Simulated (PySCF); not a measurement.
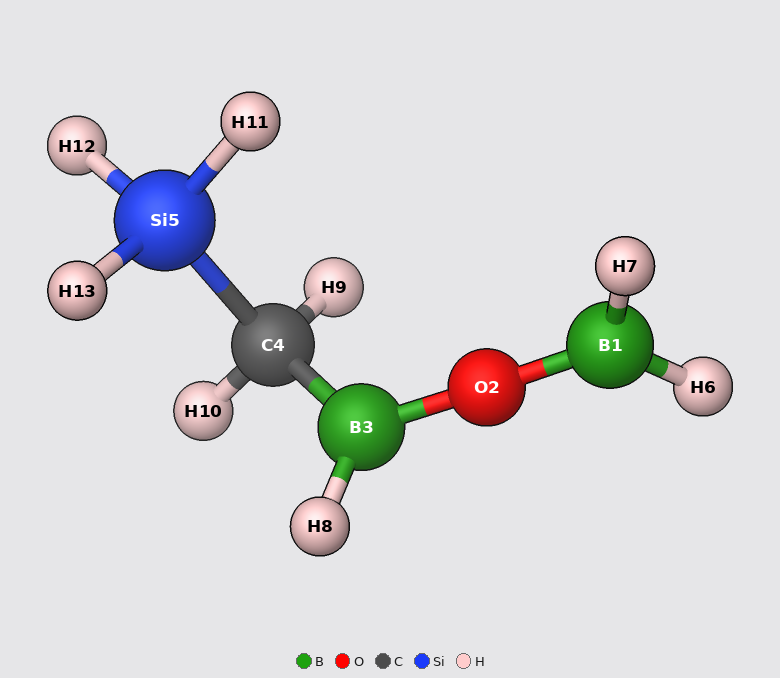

The computed structure is the end point of a PBE0-D3(BJ)/def2-SVP optimisation. No frequency run is at hand to confirm it as a minimum. Method: TDDFT PBE0/def2-SVPD, vertical, gas phase, core orbitals frozen in the response (PySCF 2.14.0), and the same with a continuum solvent (IEF-PCM, Bondi radii x 1.2, gas-phase geometry).

How do dipole (D), HOMO–LUMO gap (eV), lowest singlet (eV) change in benzene (ε = 2.3), chloroform (ε = 4.7)?

| medium | dipole (D) | HOMO–LUMO gap (eV) | lowest singlet (eV) |
| --- | --- | --- | --- |
| gas phase | 0.88 | 7.76 | 5.96 |
| benzene | 1.00 | 7.75 | 5.94 |
| chloroform | 1.07 | 7.74 | 5.95 |
